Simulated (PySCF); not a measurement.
# One shape, several levels: S2F2 (Difluorodisulfane)

Wanted: a comparison of 5 runs (HF/STO-3G, HF/3-21G, BHLYP/6-311+G**, M06-2X/6-311+G**, M06-L/6-311+G**) of S2F2 (Difluorodisulfane). 

The calculation is run with PySCF 2.14.0.

1 further run of the same task is left out (set aside as unsound or not needed).

### 1 The structure to begin with

The species is S2F2 (4 atoms), meant as a singlet with charge 0. As SMILES, `FSSF`. The shape is that of a PBE0-D4/def2-TZVP optimisation.

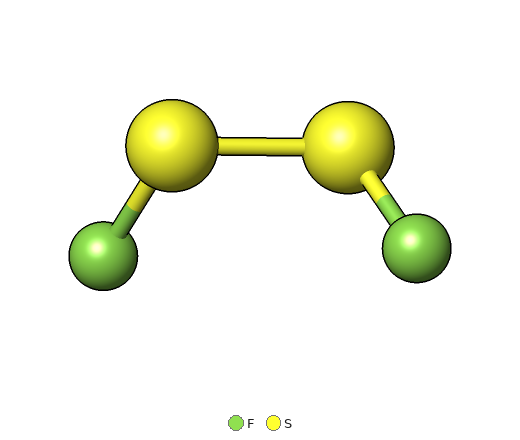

The structure, seen from a chosen angle (fluorine green, sulfur yellow).

### 2 A single-point energy at HF/STO-3G (run 1)

start.xyz

```xyz
4

F     -1.783750    -0.199930    -0.621590
S     -0.467670     0.764150    -0.632370
S      1.044990    -0.276390    -0.184720
F      1.206410    -0.287820     1.438680
```

calc.py

```python
from pyscf import gto

mol = gto.M(
    atom='start.xyz',
    spin=0,
    charge=0,
    basis='sto-3g',
    max_memory=1860,
    verbose=3,
)

mf = mol.RHF()
mf.conv_tol = 1e-10
mf.kernel()
if not mf.converged:
    mf = mf.newton().run(mf.mo_coeff, mf.mo_occ)

etot = mf.e_tot
print('Final energy', etot)
```

Run with:

```bash
$ OMP_NUM_THREADS=1 python calc.py
```

Log:

```text
converged SCF energy = -982.331905348405
Final energy -982.3319053484047
```

Wall time 0.62 s (1 thread of Arm Neoverse V2, shared host); peak memory 0.12 GiB.

### 3 The energy at HF/3-21G (run 2)

job.py

```python
from pyscf import gto, scf

system = gto.M(
    atom='''
F       -1.783750      -0.199930      -0.621590
S       -0.467670       0.764150      -0.632370
S        1.044990      -0.276390      -0.184720
F        1.206410      -0.287820       1.438680
''',
    basis='3-21g',
    charge=0,
    verbose=3,
    max_memory=1860,
)

mf = scf.RHF(system)
mf.conv_tol = 1e-10
mf.kernel()
if not mf.converged:
    mf = mf.newton().run(mf.mo_coeff, mf.mo_occ)

e_tot = mf.e_tot
print('E = %.10f Eh' % e_tot)
```

Run with:

```bash
$ OMP_NUM_THREADS=1 python job.py
```

Log:

```text
converged SCF energy = -988.785806598045
E = -988.7858065980 Eh
```

It took 0.54 s on 1 thread of Arm Neoverse V2, shared host; peak memory 0.1 GiB.

Runs 3 to 4 aren't shown in full; the table further down has their settings and results.

### 4 A single-point energy at M06-L/6-311+G(d,p) (run 5)

mol.xyz

```xyz
4
F2S2
F     -1.783750    -0.199930    -0.621590
S     -0.467670     0.764150    -0.632370
S      1.044990    -0.276390    -0.184720
F      1.206410    -0.287820     1.438680
```

job.py

```python
from pyscf import gto, dft

mol = gto.M(
    atom='mol.xyz',
    verbose=3,
    charge=0,
    basis='6-311+g**',
    max_memory=1860,
)

calc0 = dft.RKS(mol)
calc0.xc = 'm06-l'
calc0.conv_tol = 1e-10
calc0.grids.level = 5
calc0.kernel()
if not calc0.converged:
    calc0 = calc0.newton().run(calc0.mo_coeff, calc0.mo_occ)

etot = calc0.e_tot
print('E = %.10f Eh' % etot)
```

Run with:

```bash
$ OMP_NUM_THREADS=1 python job.py
```

Log:

```text
converged SCF energy = -996.060204463651
E = -996.0602044637 Eh
```

Run time: 29 s. Hardware: 1 thread of Arm Neoverse V2, shared host; peak memory 0.59 GiB.

### 5 Overview of the runs

| run | level | integration grid | energy (Eh) | dipole moment (D) | HOMO energy (eV) | LUMO energy (eV) | wall time |
| --- | --- | --- | --- | --- | --- | --- | --- |
| 1 | HF/STO-3G | – | -982.331905 | 0.46 | -7.68 | 9.62 | 0.62 s |
| 2 | HF/3-21G | – | -988.785807 | 1.77 | -11.69 | 2.99 | 0.54 s |
| 3 | BHLYP/6-311+G** | 5 | -996.003273 | 1.94 | -9.94 | -0.85 | 13 s |
| 4 | M06-2X/6-311+G** | 5 | -995.989457 | 1.86 | -9.95 | -0.90 | 27 s |
| 5 | M06-L/6-311+G** | 5 | -996.060204 | 1.78 | -7.48 | -2.51 | 29 s |

### 6 Summary of results

```
            quantity          value
 run 5: total energy  -996.06020 Eh
run 5: dipole moment         1.78 D
  run 5: HOMO energy       -7.48 eV
  run 5: LUMO energy       -2.51 eV
run 5: HOMO–LUMO gap        4.97 eV
```

In words: The dipole moment (its size) runs from 0.46 D (HF/STO-3G) to 1.94 D (BHLYP/6-311+G**). The two ends differ in method and basis. The HOMO–LUMO gap runs from 4.97 eV (M06-L/6-311+G**) to 17.30 eV (HF/STO-3G). Totals of different functionals can't be ranked against each other. In run 1 the basis is minimal, so the values are rough. All runs together took 71 s, the longest 29 s.
